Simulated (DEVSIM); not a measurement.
System: Ni/SiO2/p-GaAs capacitor, at 300 K.

| layer (left to right) | material | thickness (nm) | Na (cm⁻³) |
|---|---|---|---|
| 1 | SiO2 | 8.30 | - |
| 2 | GaAs | 3200 | 4e16 |

Metal gate on the left, work function 5.1 eV. Fixed charge at the semiconductor interface -7e10 cm⁻² (in units of +e); no interface traps.

Constants are typed, rounded textbook-type inputs, not results; the design itself was drawn at random and stands for no fabricated device. Values at 300 K.

```
parameter      SiO2    GaAs
-------------  ----  ------
gap (eV)          9   1.424
affinity (eV)   0.9    4.07
permittivity    3.9    12.9
Nc (cm⁻³)         -  4.7e17
Nv (cm⁻³)         -    9e18
```

Model (solved in DEVSIM): 1D Poisson equation in equilibrium, Boltzmann statistics, complete ionisation; no quantum confinement or tunnelling. Metal contacts follow the ideal Schottky-Mott rule: no Fermi-level pinning, no interface dipoles.

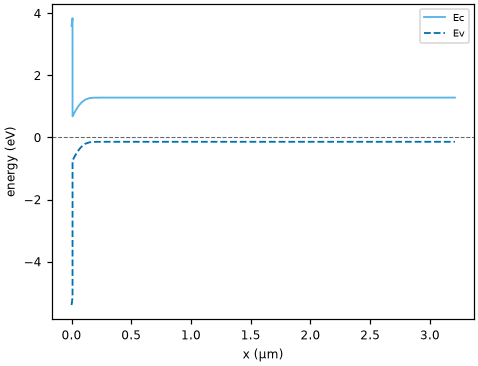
*Band edges at 0.6 V on the gate*

Energies count from the Fermi level of the right contact; mesh points crowd at the junctions.

```json
[
 {"x (μm)": "0.000", "Ec (eV)": "3.600", "Ev (eV)": "-5.400", "n (cm⁻³)": "< 1e2", "p (cm⁻³)": "< 1e2", "field (V/cm)": "300000"},
 {"x (μm)": "0.001216", "Ec (eV)": "3.636", "Ev (eV)": "-5.364", "n (cm⁻³)": "< 1e2", "p (cm⁻³)": "< 1e2", "field (V/cm)": "300000"},
 {"x (μm)": "0.003339", "Ec (eV)": "3.700", "Ev (eV)": "-5.300", "n (cm⁻³)": "< 1e2", "p (cm⁻³)": "< 1e2", "field (V/cm)": "300000"},
 {"x (μm)": "0.006101", "Ec (eV)": "3.783", "Ev (eV)": "-5.217", "n (cm⁻³)": "< 1e2", "p (cm⁻³)": "< 1e2", "field (V/cm)": "300000"},
 {"x (μm)": "0.008124", "Ec (eV)": "3.843", "Ev (eV)": "-5.157", "n (cm⁻³)": "< 1e2", "p (cm⁻³)": "< 1e2", "field (V/cm)": "300000"},
 {"x (μm)": "0.009275", "Ec (eV)": "0.686", "Ev (eV)": "-0.738", "n (cm⁻³)": "1400000", "p (cm⁻³)": "3600000", "field (V/cm)": "80000"},
 {"x (μm)": "0.01179", "Ec (eV)": "0.706", "Ev (eV)": "-0.718", "n (cm⁻³)": "640000", "p (cm⁻³)": "7900000", "field (V/cm)": "79000"},
 {"x (μm)": "0.02045", "Ec (eV)": "0.772", "Ev (eV)": "-0.652", "n (cm⁻³)": "50000", "p (cm⁻³)": "1.0e8", "field (V/cm)": "74000"},
 {"x (μm)": "0.03614", "Ec (eV)": "0.881", "Ev (eV)": "-0.543", "n (cm⁻³)": "740", "p (cm⁻³)": "6.8e9", "field (V/cm)": "65000"},
 {"x (μm)": "0.07036", "Ec (eV)": "1.071", "Ev (eV)": "-0.353", "n (cm⁻³)": "< 1e2", "p (cm⁻³)": "1.1e13", "field (V/cm)": "46000"},
 {"x (μm)": "0.1497", "Ec (eV)": "1.267", "Ev (eV)": "-0.157", "n (cm⁻³)": "< 1e2", "p (cm⁻³)": "2.1e16", "field (V/cm)": "7200"},
 {"x (μm)": "0.4145", "Ec (eV)": "1.284", "Ev (eV)": "-0.140", "n (cm⁻³)": "< 1e2", "p (cm⁻³)": "4.0e16", "field (V/cm)": "≈ 0"},
 {"x (μm)": "0.8951", "Ec (eV)": "1.284", "Ev (eV)": "-0.140", "n (cm⁻³)": "< 1e2", "p (cm⁻³)": "4.0e16", "field (V/cm)": "≈ 0"},
 {"x (μm)": "1.858", "Ec (eV)": "1.284", "Ev (eV)": "-0.140", "n (cm⁻³)": "< 1e2", "p (cm⁻³)": "4.0e16", "field (V/cm)": "≈ 0"},
 {"x (μm)": "2.736", "Ec (eV)": "1.284", "Ev (eV)": "-0.140", "n (cm⁻³)": "< 1e2", "p (cm⁻³)": "4.0e16", "field (V/cm)": "≈ 0"},
 {"x (μm)": "2.993", "Ec (eV)": "1.284", "Ev (eV)": "-0.140", "n (cm⁻³)": "< 1e2", "p (cm⁻³)": "4.0e16", "field (V/cm)": "≈ 0"},
 {"x (μm)": "3.110", "Ec (eV)": "1.284", "Ev (eV)": "-0.140", "n (cm⁻³)": "< 1e2", "p (cm⁻³)": "4.0e16", "field (V/cm)": "≈ 0"},
 {"x (μm)": "3.165", "Ec (eV)": "1.284", "Ev (eV)": "-0.140", "n (cm⁻³)": "< 1e2", "p (cm⁻³)": "4.0e16", "field (V/cm)": "≈ 0"},
 {"x (μm)": "3.194", "Ec (eV)": "1.284", "Ev (eV)": "-0.140", "n (cm⁻³)": "< 1e2", "p (cm⁻³)": "4.0e16", "field (V/cm)": "≈ 0"},
 {"x (μm)": "3.202", "Ec (eV)": "1.284", "Ev (eV)": "-0.140", "n (cm⁻³)": "< 1e2", "p (cm⁻³)": "4.0e16", "field (V/cm)": "≈ 0"},
 {"x (μm)": "3.206", "Ec (eV)": "1.284", "Ev (eV)": "-0.140", "n (cm⁻³)": "< 1e2", "p (cm⁻³)": "4.0e16", "field (V/cm)": "≈ 0"},
 {"x (μm)": "3.208", "Ec (eV)": "1.284", "Ev (eV)": "-0.140", "n (cm⁻³)": "< 1e2", "p (cm⁻³)": "4.0e16", "field (V/cm)": "≈ 0"}
]
```
